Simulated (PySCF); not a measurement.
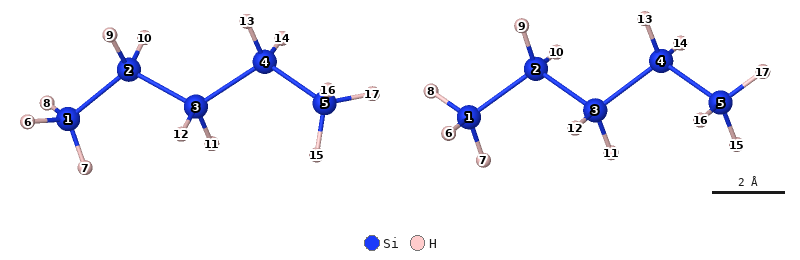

Two geometries of Si5H12, drawn at one scale. One is the start of a relaxation, the other its converged end. A ball-and-stick model, seen at a tilt.

Method: PBE0-D3(BJ)/def2-TZVP geometry optimisation, gas phase (PySCF). 

Q: Which geometry has the lower energy?

A: The right one is the relaxed one. The start comes from GFN2-xTB. Its atoms were then displaced at random by about 0.01 Å. After 18 geometry steps the energy has fallen by 7.01 kcal/mol. H16 moves most after the best rigid fit: 1.14 Å. Largest moves by element: H 1.14 Å, Si 0.28 Å. Some distances before and after: Si1–Si2 2.300 → 2.338 Å, Si3–Si4 2.374 → 2.338 Å, Si1–H7 1.454 → 1.488 Å, Si1–H6 1.460 → 1.488 Å. Among the angles between lasting bonds that change: Si2–Si3–Si4 121.3° → 111.0°, H9–Si2–H10 102.1° → 108.0°, Si1–Si2–Si3 116.7° → 111.3°. Groups turn about Si4–Si5 by about 50°, Si1–Si2 by about 40°. Cost: 4.5 min on 2 threads of AMD EPYC 9R14, on a shared host.
